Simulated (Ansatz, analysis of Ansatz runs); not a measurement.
# Reproducing a measured migration barrier: interstitial H in fcc Al, hop from a tetrahedral to the next octahedral site

Subject: interstitial H in fcc Al, hop from a tetrahedral to the next octahedral site. Wanted: its migration barrier, in one set-up (PBE-D3(BJ), 32-site cell, PBE-D3(BJ) lattice, 420 eV, k: 3x3x3 Gamma-centred). The model is a cell of 32 host atoms with 1 H put in. The barrier is the energy of the highest image of a climbing band over the relaxed site that the atom leaves.

**The experiment.** Migration barrier: 0.452 eV, by diffusion measurements (T > 250 K); average of cited values (quoted in “Explainable Machine Learning for Hydrogen Diffusion in Metals and Random Binary Alloys”, 2023, G. M. Lu et al., quoting earlier work (1981)). The runs below try to reproduce this.

Calculated with Ansatz 0.2.0; plane-wave PAW DFT, PBE-D3(BJ); relaxation of all atoms of a defect supercell.

## Step 1: The starting structure

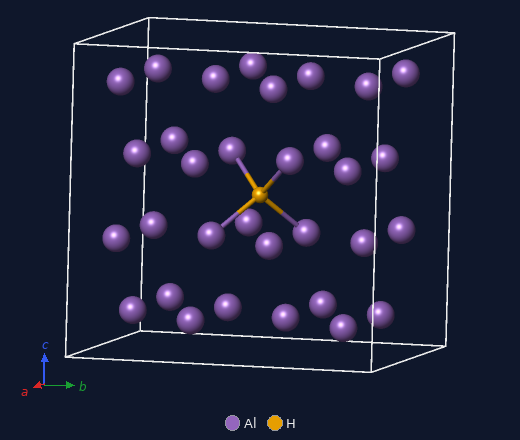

The starting structure, seen slightly off an axis (aluminium purple, hydrogen orange).

The cell holds 33 atoms: 32 Al and 1 H. Cell: a = 7.967 Å, b = 7.967 Å, c = 7.967 Å, α = 90.0°, β = 90.0°, γ = 90.0°. It derives from Al (space group Fm-3m). Nearest the centre at fractional (0.375, 0.375, 0.375): H33 at 0.00 Å, Al29 at 1.72 Å, Al18 at 1.72 Å, Al8 at 1.72 Å, Al11 at 1.72 Å, Al13 at 3.30 Å, Al4 at 3.30 Å, Al15 at 3.30 Å.

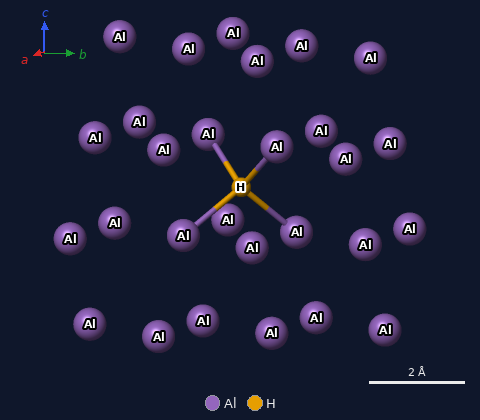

The atoms within 5 Å of the centre.

The host's primitive cell comes from a first run (plane-wave PAW DFT, PBE-D3(BJ); relaxation of the host's cell and atoms): vectors of 2.817, 2.817 and 2.817 Å. That is 15.80 Å³ an atom, 4.8 % under the diffraction cell's volume. The supercell is built on it.

## Step 2: Relaxation, charge 0

A barrier counts from a true minimum, so both ends of the jump are relaxed first.

start/input.yaml reads:

```yaml
relax:
  f_tol: 0.02
  max_steps: 80
  escape_saddle: false
crystal:
  lattice:
    - [7.96731446, 0.0, 0.0]
    - [0.0, 7.96731446, 0.0]
    - [0.0, 0.0, 7.96731446]
  atoms:
    - { symbol: Al, position: [0.0, 0.0, 0.0] }
    - { symbol: Al, position: [0.0, 0.25, 0.25] }
    - { symbol: Al, position: [0.25, 0.0, 0.25] }
    - { symbol: Al, position: [0.25, 0.25, 0.0] }
    - { symbol: Al, position: [0.0, 0.0, 0.5] }
    - { symbol: Al, position: [0.0, 0.25, 0.75] }
    - { symbol: Al, position: [0.25, 0.0, 0.75] }
    - { symbol: Al, position: [0.25, 0.25, 0.5] }
    - { symbol: Al, position: [0.0, 0.5, 0.0] }
    - { symbol: Al, position: [0.0, 0.75, 0.25] }
    - { symbol: Al, position: [0.25, 0.5, 0.25] }
    - { symbol: Al, position: [0.25, 0.75, 0.0] }
    - { symbol: Al, position: [0.0, 0.5, 0.5] }
    - { symbol: Al, position: [0.0, 0.75, 0.75] }
    - { symbol: Al, position: [0.25, 0.5, 0.75] }
    - { symbol: Al, position: [0.25, 0.75, 0.5] }
    - { symbol: Al, position: [0.5, 0.0, 0.0] }
    - { symbol: Al, position: [0.5, 0.25, 0.25] }
    - { symbol: Al, position: [0.75, 0.0, 0.25] }
    - { symbol: Al, position: [0.75, 0.25, 0.0] }
    - { symbol: Al, position: [0.5, 0.0, 0.5] }
    - { symbol: Al, position: [0.5, 0.25, 0.75] }
    - { symbol: Al, position: [0.75, 0.0, 0.75] }
    - { symbol: Al, position: [0.75, 0.25, 0.5] }
    - { symbol: Al, position: [0.5, 0.5, 0.0] }
    - { symbol: Al, position: [0.5, 0.75, 0.25] }
    - { symbol: Al, position: [0.75, 0.5, 0.25] }
    - { symbol: Al, position: [0.75, 0.75, 0.0] }
    - { symbol: Al, position: [0.5, 0.5, 0.5] }
    - { symbol: Al, position: [0.5, 0.75, 0.75] }
    - { symbol: Al, position: [0.75, 0.5, 0.75] }
    - { symbol: Al, position: [0.75, 0.75, 0.5] }
    - { symbol: H, position: [0.375, 0.375, 0.375] }
basis:
  ecutwfc: 420
  xc_grid: 2
hamiltonian:
  xc: pbe
  dispersion: d3bj
kpoints:
  mp_grid: { grid: [3, 3, 3] }
scf:
  occupations: { method: methfessel_paxton, width: 0.1 }
  max_iter: 120
output:
  forces: true
checkpoint:
  write: "../start.run"
  compress: false
  write_wavefunctions: true
  write_every: 100000
```

Run with:

```sh
$ ansatz run input.yaml --threads 2 --pin off --max-ram 3768MiB --backend cpu --events-out ev --progress --plain --runs-dir out
```

Numbers of over 12 decimals in the logs are rounded to 6 here.

The program printed:

```text
[... repeated set-up lines and file paths are left out, and long positions are rounded to six places ...]
Engine: ansatz 0.2.0, aarch64-unknown-linux-gnu
Pseudopotentials: kind: paw
Pseudopotential: Al, paw, valence charge 3, recommended cutoff 420 eV (normal), Al.paw.azcp
Pseudopotential: H, paw, valence charge 1, recommended cutoff 420 eV (normal), H.paw.azcp
Functional definition: PBE
  parameter kappa = 0.804
  parameter beta = 0.066725
  exchange = pbe_x(kappa = kappa, mu = beta*pi^2/3)
  correlation = pbe_c(beta = beta)
Crystal: 33 atoms, lattice volume = 505.750 Å³
Basis set: ecut = 420 eV, 9843 PW (Γ), exchange–correlation on 108×108×108 points (8 copies of the dense FFT grid, shifted against one another)
Bands: 82, of which v1, the nominal top of the filled ones, is band 49 counted from 1 (48 counted from 0)
Symmetry: 24 space group operations
Space group: P-43m (ITA 215), of the structure as read, at distance tolerance 8.0e-5 Å
k-points: 4 of 27 (time reversal used)
Non-local potential: Al, projectors of the file, l = 0: 2, l = 1: 2, l = 2: 1
Non-local potential: H, projectors of the file, l = 0: 2, l = 1: 1
PAW form: soft (Blöchl's): semilocal exchange-correlation on the pseudo side does not see the compensation charge
PAW one-centre angular grid: Al, 110 points (default); XC on 64 Gauss nodes
PAW one-centre angular grid: H, 110 points (default); XC on 64 Gauss nodes
Initial density: superposition of atomic densities (neutral atoms: chi_scale 0, normalization atom), corrected by the library's trained network
Initial wavefunctions: pseudopotential atomic-orbital guess
Functional: x = pbe(κ = 0.804, μ = 0.219515), c = pbe(β = 0.066725)
SCF iter   1: F=—  HF=-17226.702864 eV  |F-HF|=—  |Δ(HF+E_count)|=         —  Δρ=1.11e-3  dr2=6.67e-3  ethr=1.77e-3  ⟨swp⟩=8.0  Hψ=1693  notcnv=0  defer=3
preconditioner: auto → Kerker (q_TF=auto, 2.072 Å⁻¹)  [metal: Δε(μ)=0.062 eV  Ē_g=7.140 eV  σ=0.100 eV  W_gap=0.48  n_scr=80 (ndim 8)  ℏωp=16.3 eV  f_vac=0.000  D(μ)=12.79/eV (n_scr^D=80)]
SCF iter   2: F=—  HF=-17226.703178 eV  |F-HF|=—  |Δ(HF+E_count)|=   3.14e-4  S|Δr|=    0.00e0  Δρ=6.63e-4  dr2=2.47e-3  ethr=6.88e-6  ⟨swp⟩=2.0  Hψ=422  notcnv=0  defer=4
SCF iter   3: F=—  HF=-17226.702828 eV  |F-HF|=—  |Δ(HF+E_count)|=   3.51e-4  S|Δr|=    0.00e0  Δρ=7.47e-5  dr2=6.16e-5  ethr=2.55e-6  ⟨swp⟩=2.0  Hψ=409  notcnv=0  defer=4
SCF iter   4: F=-17226.702815 eV  HF=-17226.702819 eV  |F-HF|=3.80e-6  |Δ(HF+E_count)|=   8.80e-6  S|Δr|=    0.00e0  Δρ=2.32e-5  dr2=5.50e-6  ethr=1.03e-8  ⟨swp⟩=4.0  Hψ=880  notcnv=0
SCF 1 converged in 4 iterations: F = -17226.702815 eV  dr2 = 5.50e-6
  greatest PAW one-centre occupation: 0.454 electrons in one spin orbital (limit 2), on the Al atom at site 28 (counted from 0), in its partial waves of l = 0
relax step   1: F+E_penalty+E_count = -17226.70281502 eV  Δ(F+E_penalty+E_count) = +0.000e0 eV  max|allowed force component| = 8.102e-1 eV/Å  Δτ_max = 0.0000 Å  (4 SCF iters, dr2 threshold 1.00e-5 eV, accepted)
[... the SCF cycles and remarks between the steps are left out from here to the last step ...]
relax step   2: F+E_penalty+E_count = -17227.00443669 eV  Δ(F+E_penalty+E_count) = -3.016e-1 eV  max|allowed force component| = 1.696e-1 eV/Å  Δτ_max = 0.0901 Å  (5 SCF iters, dr2 threshold 4.10e-5 eV, accepted)
relax step   3: F+E_penalty+E_count = -17227.02445193 eV  Δ(F+E_penalty+E_count) = -2.002e-2 eV  max|allowed force component| = 7.336e-3 eV/Å  Δτ_max = 0.0313 Å  (5 SCF iters, dr2 threshold 1.80e-6 eV, accepted)
iter 1 solved again at ethr=2.27e-10 eV; its pass at ethr=3.10e-3 eV (dr2=2.21e-7 eV) is discarded
SCF iter   1: F=—  HF=-17227.024462 eV  |F-HF|=—  |Δ(HF+E_count)|=         —  Δρ=6.23e-6  dr2=2.21e-7  ethr=2.27e-10  ⟨swp⟩=1.2  Hψ=925  notcnv=0  defer=15
SCF iter   2: F=-17227.024452 eV  HF=-17227.024452 eV  |F-HF|=9.86e-9  |Δ(HF+E_count)|=   1.04e-5  S|Δr|=    0.00e0  Δρ=3.71e-6  dr2=5.91e-8  ethr=1.03e-10  ⟨swp⟩=3.0  Hψ=804  notcnv=0
SCF 4 converged in 2 iterations: F = -17227.024452 eV  dr2 = 5.91e-8
relax step   4: F+E_penalty+E_count = -17227.02445199 eV  Δ(F+E_penalty+E_count) = -5.107e-8 eV  max|allowed force component| = 7.301e-3 eV/Å  Δτ_max = 0.0000 Å  (2 SCF iters, accepted)
NSCF: frozen V_eff on 4 k-points
the band table was solved once a step of the walk had ended and its energy, with any forces and stress, was formed, with the checks that follow a solve (1885 applications of the Hamiltonian). They found nothing against the state; [...]
SCF converged after 2 iterations
Stability not checked: this state was not tested for a lower state beside it, because cold or Methfessel-Paxton smearing, or corrected tetrahedra, fill the levels in a way that the test cannot read (fill_not_monotonic; see scf.lower_state_search)
Free energy (F): -17227.024452 eV
Harris-Foulkes:  -17227.024452 eV  (|F-HF|=9.86e-9)
Internal energy: -17227.031931 eV  (E = F + TS)
E sigma→0 (E₀):  -17227.026322 eV
Entropy (-TS):   0.007479 eV (0.227 meV/atom)
Fermi energy:    8.249267 eV
--- Per-component energies (eV) ---
  E_band       = 371.300216
  E_kinetic    = 766.698903
  E_local      = 325.309411  (includes V_loc(G=0)·N_el)
  E_nonlocal   = 337.013119
  E_hartree    = 7.716413
  E_xc         = -1291.648821
  E_vxc        = -952.803510  (∫ρ·V_xc dr)
  E_paw        = -14958.255539  (= ΣΔE_a)
  E_vpaw       = -120.349043  (= ΣTr[D̂ρ^β])
  E_aug_tail   = -0.001292  (compensation charges beyond the density's cutoff)
  E_ewald      = -2402.451666
  E_disp       = -11.412461  (pairwise vdW)
  E_smearing   = 0.007479  (= −TS)
  E_closure    = 0.000000  (closes the sum)
  Σ components = -17227.024452   (vs F -17227.024452, Δ=0.00e0)
--- Forces (eV/Å), atoms counted from 1 ---
  atom   1  Al    -0.00192489    -0.00192489    -0.00192489
  atom   2  Al    -0.00298063    -0.00265105    -0.00265105
  atom   3  Al    -0.00265105    -0.00298063    -0.00265105
  atom   4  Al    -0.00265105    -0.00265105    -0.00298063
  atom   5  Al     0.00364981     0.00364981     0.00730111
  atom   6  Al     0.00364981    -0.00730111    -0.00364981
  atom   7  Al    -0.00730111     0.00364981    -0.00364981
  atom   8  Al     0.00119848     0.00119848    -0.00119848
  atom   9  Al     0.00364981     0.00730111     0.00364981
  atom  10  Al     0.00364981    -0.00364981    -0.00730111
  atom  11  Al     0.00119848    -0.00119848     0.00119848
  atom  12  Al    -0.00730111    -0.00364981     0.00364981
  atom  13  Al    -0.00298063     0.00265105     0.00265105
  atom  14  Al    -0.00192489     0.00192489     0.00192489
  atom  15  Al    -0.00265105     0.00265105     0.00298063
  atom  16  Al    -0.00265105     0.00298063     0.00265105
  atom  17  Al     0.00730111     0.00364981     0.00364981
  atom  18  Al    -0.00119848     0.00119848     0.00119848
  atom  19  Al    -0.00364981     0.00364981    -0.00730111
  atom  20  Al    -0.00364981    -0.00730111     0.00364981
  atom  21  Al     0.00265105    -0.00298063     0.00265105
  atom  22  Al     0.00265105    -0.00265105     0.00298063
  atom  23  Al     0.00192489    -0.00192489     0.00192489
  atom  24  Al     0.00298063    -0.00265105     0.00265105
  atom  25  Al     0.00265105     0.00265105    -0.00298063
  atom  26  Al     0.00265105     0.00298063    -0.00265105
  atom  27  Al     0.00298063     0.00265105    -0.00265105
  atom  28  Al     0.00192489     0.00192489    -0.00192489
  atom  29  Al    -0.00119848    -0.00119848    -0.00119848
  atom  30  Al     0.00730111    -0.00364981    -0.00364981
  atom  31  Al    -0.00364981     0.00730111    -0.00364981
  atom  32  Al    -0.00364981    -0.00364981     0.00730111
  atom  33  H      0.00000000    -0.00000000    -0.00000000
  max |Σ_I F_I| component: 9.53e-17 eV/Å
--- Band table (eV) ---
  k-point 0: bands = ["-3.1442", "-1.4396", "-0.7178", "-0.7178", [... 74 left out ...] "11.3518", "11.3518", "11.3739", "13.1512"]
  k-point 1: bands = ["-2.9024", "-2.1244", "-1.0483", "-0.4644", [... 74 left out ...] "12.8757", "12.9198", "12.9198", "12.9812"]
  [... further k-points left out ...]
--- Relaxed structure (4 steps of the walk, 4 accepted, 0 SCFs on fresh bases) ---
  F+E_penalty+E_count = -17227.02445199 eV   max|allowed force component| = 7.301e-3 eV/Å
  atoms:
    - { symbol: Al, position: [0.000183, 0.000183, 0.000183] }
    - { symbol: Al, position: [0.000921, 0.250515, 0.250515] }
    - { symbol: Al, position: [0.250515, 0.000921, 0.250515] }
    - { symbol: Al, position: [0.250515, 0.250515, 0.000921] }
    - { symbol: Al, position: [-0.002140, -0.002140, 0.500504] }
    - { symbol: Al, position: [-0.002140, 0.249496, 0.752140] }
    - { symbol: Al, position: [0.249496, -0.002140, 0.752140] }
    - { symbol: Al, position: [0.241201, 0.241201, 0.508799] }
    - { symbol: Al, position: [-0.002140, 0.500504, -0.002140] }
    - { symbol: Al, position: [-0.002140, 0.752140, 0.249496] }
    - { symbol: Al, position: [0.241201, 0.508799, 0.241201] }
    - { symbol: Al, position: [0.249496, 0.752140, -0.002140] }
    - { symbol: Al, position: [0.000921, 0.499485, 0.499485] }
    - { symbol: Al, position: [0.000183, 0.749817, 0.749817] }
    - { symbol: Al, position: [0.250515, 0.499485, 0.749079] }
    - { symbol: Al, position: [0.250515, 0.749079, 0.499485] }
    - { symbol: Al, position: [0.500504, -0.002140, -0.002140] }
    - { symbol: Al, position: [0.508799, 0.241201, 0.241201] }
    - { symbol: Al, position: [0.752140, -0.002140, 0.249496] }
    - { symbol: Al, position: [0.752140, 0.249496, -0.002140] }
    - { symbol: Al, position: [0.499485, 0.000921, 0.499485] }
    - { symbol: Al, position: [0.499485, 0.250515, 0.749079] }
    - { symbol: Al, position: [0.749817, 0.000183, 0.749817] }
    - { symbol: Al, position: [0.749079, 0.250515, 0.499485] }
    - { symbol: Al, position: [0.499485, 0.499485, 0.000921] }
    - { symbol: Al, position: [0.499485, 0.749079, 0.250515] }
    - { symbol: Al, position: [0.749079, 0.499485, 0.250515] }
    - { symbol: Al, position: [0.749817, 0.749817, 0.000183] }
    - { symbol: Al, position: [0.508799, 0.508799, 0.508799] }
    - { symbol: Al, position: [0.500504, 0.752140, 0.752140] }
    - { symbol: Al, position: [0.752140, 0.500504, 0.752140] }
    - { symbol: Al, position: [0.752140, 0.752140, 0.500504] }
    - { symbol: H, position: [0.375, 0.375, 0.375] }
```

Wall time 44 s (2 threads of Arm Neoverse N1, shared host); peak memory 0.77 GiB.

Step by step:

| step | energy less that of the first step (eV) | largest force component (eV/Å) |
| --- | --- | --- |
| 1 | 0.0000 | 0.8102 |
| 2 | -0.3016 | 0.1696 |
| 3 | -0.3216 | 0.0073 |
| 4 | -0.3216 | 0.0073 |

The run keeps the 24 symmetry operations that it works with, so distortions that break them were not tested.

The atoms that moved most (Å):

| atom | dx | dy | dz | length |
| --- | --- | --- | --- | --- |
| Al29 | 0.070 | 0.070 | 0.070 | 0.121 |
| Al8 | -0.070 | -0.070 | 0.070 | 0.121 |
| Al18 | 0.070 | -0.070 | -0.070 | 0.121 |
| Al11 | -0.070 | 0.070 | -0.070 | 0.121 |
| Al9 | -0.017 | 0.004 | -0.017 | 0.024 |
| Al17 | 0.004 | -0.017 | -0.017 | 0.024 |
| Al5 | -0.017 | -0.017 | 0.004 | 0.024 |
| Al12 | -0.004 | 0.017 | -0.017 | 0.024 |

Neighbours of H33 at the end:

| atom | distance (Å) |
| --- | --- |
| Al8 | 1.846 |
| Al18 | 1.846 |
| Al11 | 1.846 |
| Al29 | 1.846 |
| Al13 | 3.294 |
| Al4 | 3.294 |
| Al3 | 3.294 |
| Al21 | 3.294 |
| Al25 | 3.294 |
| Al2 | 3.294 |
| Al27 | 3.294 |
| Al24 | 3.294 |
| Al22 | 3.294 |
| Al16 | 3.294 |
| Al26 | 3.294 |
| Al15 | 3.294 |

Numbers from this step:

```
free energy      : -17227.0245 eV
smearing term TS : -0.007479 eV
```

The other runs of this kind differ in structure, charge or spin alone:

| run | outcome | energy less the first (eV) | moment (μB) | time |
| --- | --- | --- | --- | --- |
| relaxation, charge 0 | converged | 0.0000 | 0.00 | 44 s |
| relaxation, charge 0 | converged | 0.0492 | 0.00 | 31 s |

The relaxation ends 9.7 meV an atom lower, with a largest force component of 0.0073 eV/Å.

[end of part 1 of 2]

[Logs are printed without paths, hosts, clocks, repeated set-up lines and the standing remarks that a program may print on its own settings, such as how far it seeks lower states.]

[Hosts, paths, dates, database ids (printed as entryN), source tags and the programs' standing remarks are cut or masked in the printed files.]

[For some hosts the program warned that the k-mesh of the response run may be too coarse for force constants and the static dielectric constant; such warnings are not shown here.]
